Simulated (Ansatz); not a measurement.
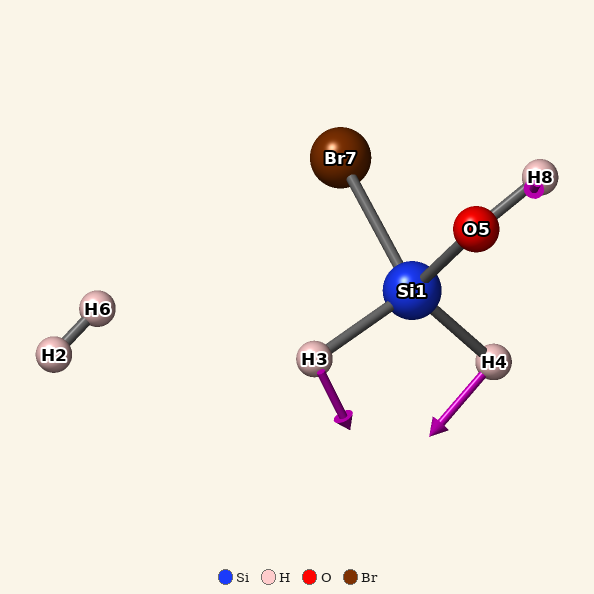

The arrows show one normal mode. Harmonic vibrations computed with RKS PBE0-D4/def2-TZVP (Ansatz 0.2.0) at a stationary point of the same level.

**Describe the motion.**

Mostly H–Si–H bending.

**At what wavenumber does it lie?**

966 cm⁻¹; it is mode 14 of 18 counted from the lowest.
